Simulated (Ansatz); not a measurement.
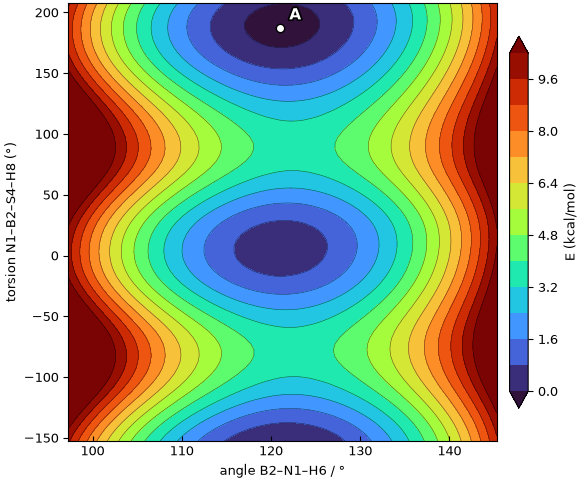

BH4NOS, SMILES NB(O)S. Two internal coordinates are moved rigidly from the geometry relaxed at PBE0-D4/def2-TZVP, all others fixed. First axis: angle B2–N1–H6. Second axis: torsion N1–B2–S4–H8. The grid has 5 × 8 points. All energies are given in kcal/mol relative to the lowest grid point. Method: Ansatz, RKS r2SCAN-D4/def2-TZVPP.

Drawn: filled contours, one colour for all values above the top of the scale, the point A. Between grid points the surface is interpolated.

### Find the lowest pass out of the well at A.

The easiest path leads from the well at about angle B2–N1–H6 = 121°, torsion N1–B2–S4–H8 = 190° to the well at about angle B2–N1–H6 = 121°, torsion N1–B2–S4–H8 = 10°, about 0.61 kcal/mol higher (on a rigid scan; wells that are mirror images or exchange like atoms can differ by this much). Its highest point lies about 4 kcal/mol above the bottom of the first well on the interpolated surface, at about angle B2–N1–H6 = 122°, torsion N1–B2–S4–H8 = −80°. Seen from the upper well the barrier is about 3.4 kcal/mol. This is the barrier on the constrained surface; relaxing the other coordinates would change it.

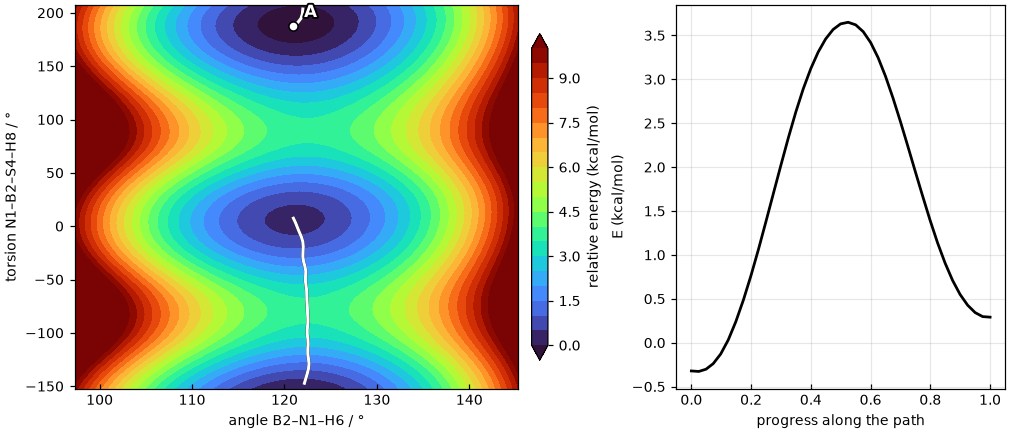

Drawn: filled contours, a line along the lowest path, one colour for all values above the top of the scale, the energy along the path at the right. Between grid points the surface is interpolated.
